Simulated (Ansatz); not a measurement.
**Al$_{12}$F$_{3}$P$_{11}$ (Al12P11 wurtzite off disc): density, localisation and related maps**

Input file:

```
crystal:
  periodic: [false, false, false]
  atoms:
    - {symbol: Al, position_ang: [-1.625857, -3.450625, -0.940527]}
    - {symbol: P, position_ang: [-3.383045, -4.337162, -1.911083]}
    - {symbol: Al, position_ang: [-4.307547, -2.362011, -1.751657]}
    - {symbol: P, position_ang: [-5.499259, -0.532457, -1.829067]}
    - {symbol: Al, position_ang: [-3.784212, 0.469292, -0.891312]}
    - {symbol: P, position_ang: [0.693656, -3.943602, -1.136413]}
    - {symbol: Al, position_ang: [0.372536, -3.246359, 0.993140]}
    - {symbol: Al, position_ang: [0.981079, -1.645731, -1.258025]}
    - {symbol: P, position_ang: [-1.207263, -0.641666, -0.809800]}
    - {symbol: P, position_ang: [1.059291, -1.653099, 2.466007]}
    - {symbol: Al, position_ang: [-0.499882, -0.258772, 1.450842]}
    - {symbol: Al, position_ang: [-0.877886, 1.745980, -1.213593]}
    - {symbol: P, position_ang: [-2.983651, 2.707218, -1.081622]}
    - {symbol: P, position_ang: [-0.837602, 1.784200, 2.512302]}
    - {symbol: Al, position_ang: [-2.557033, 2.060080, 1.043119]}
    - {symbol: P, position_ang: [3.027736, -0.677613, -1.175875]}
    - {symbol: Al, position_ang: [2.556188, -0.432580, 1.050947]}
    - {symbol: Al, position_ang: [3.046537, 1.744416, -0.932184]}
    - {symbol: P, position_ang: [1.000059, 3.008697, -1.136338]}
    - {symbol: P, position_ang: [2.981901, 1.672389, 1.905975]}
    - {symbol: Al, position_ang: [0.968523, 2.437357, 1.081169]}
    - {symbol: P, position_ang: [4.992961, 2.782491, -1.370859]}
    - {symbol: Al, position_ang: [4.961683, 2.614265, 0.813869]}
    - {symbol: F, position_ang: [-1.429940, -3.416994, 0.998713]}
    - {symbol: F, position_ang: [-3.656706, 0.622219, 1.049594]}
    - {symbol: F, position_ang: [6.007723, 2.950056, 2.072688]}
basis:
  gaussian: {orbitals: def2-SVP, fitting: {mean_field: def2-universal-jkfit}, initial_orbitals: start.molden}
hamiltonian: {xc: pbe0, dispersion: d4}
scf: {omitted_lower_state_checks: [starts]}
output: {orbitals: {seedname: orbitals}}
```

Launched as:

```sh
ansatz run in.yaml --threads 2 --pin off --events-out ev --progress --plain --max-ram 32768MiB --backend cuda --devices 0, --max-vram 18GiB
```

Geometry: r2SCAN-D4/def2-SVP.

All numbers below come from Ansatz, RKS PBE0-D4/def2-SVP.

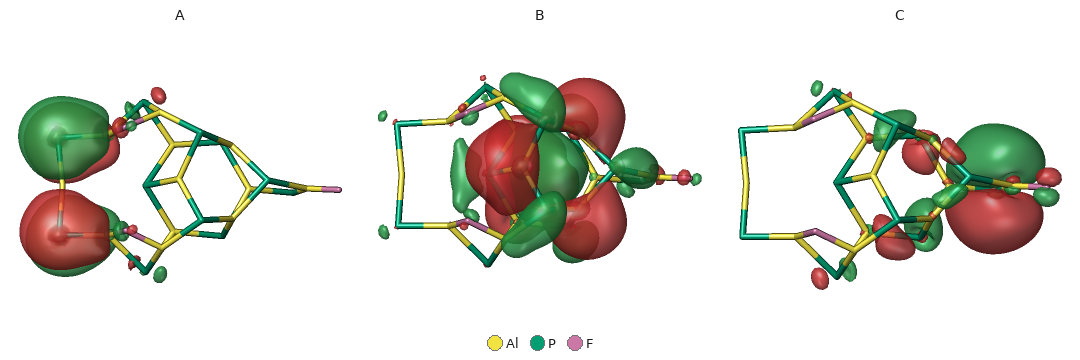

Figure 1. Three frontier orbitals at ±0.04 Å⁻³ᐟ² (green and red are the two phases), in no order.

Question: Order the three orbitals by energy and name them.

Answer: A is the HOMO−1 (−6.22 eV). Its weight (Hirshfeld) is mainly on P4 (about 35 %), P2 (about 35 %), Al5 (about 10 %) and Al1 (about 5 %); largely a combination of lone pairs on P4 and P2. C is the HOMO (−5.56 eV). By Hirshfeld shares it lies mainly on P22 (about 60 %) and Al23 (about 15 %). B is the LUMO (−4.49 eV). It lies mainly on Al11 (about 20 %), Al21 (about 15 %), Al17 (about 15 %), P14 (about 5 %) and P10 (about 5 %).

Question: What is the HOMO–LUMO gap?

Answer: 1.07 eV between the orbital energies.

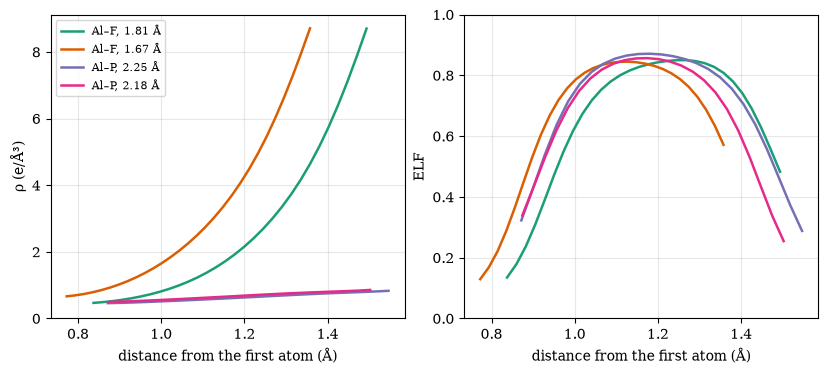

Figure 2. Electron density and electron localisation function along straight lines between neighbouring atoms. The curves leave out the atomic cores.

Question: Compare the contacts.

Answer: Al–F (1.81 Å): ρ is about 0.56 e/Å³ halfway; the ELF peaks at about 0.85 in the valence shell of F, 0.5 Å from its nucleus, and is about 0.30 at the midpoint.
Al–F (1.67 Å): the density is about 0.79 e/Å³ at the midpoint; the ELF peaks at about 0.85 in the valence shell of F, 0.5 Å from its nucleus, and is about 0.30 at the midpoint.
Al–P (2.25 Å): the density is about 0.58 e/Å³ at the midpoint; the ELF peaks at about 0.85 in the valence shell of P, 1.1 Å from its nucleus, and is about 0.85 at the midpoint.
Al–P (2.18 Å): the density is about 0.61 e/Å³ at the midpoint; the ELF peaks at about 0.85 in the valence shell of P, 1.0 Å from its nucleus, and is about 0.85 at the midpoint.

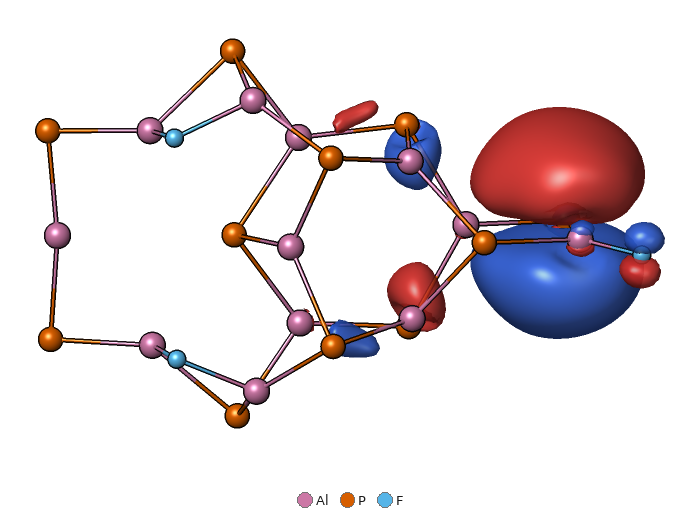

Figure 3. One frontier orbital at ±0.06 Å⁻³ᐟ² (red and blue are the two phases), seen across its widest extent.

Question: Which orbital is it: HOMO or LUMO?

Answer: The HOMO, at −5.56 eV. It lies mainly on P22 (about 60 %) and Al23 (about 15 %).
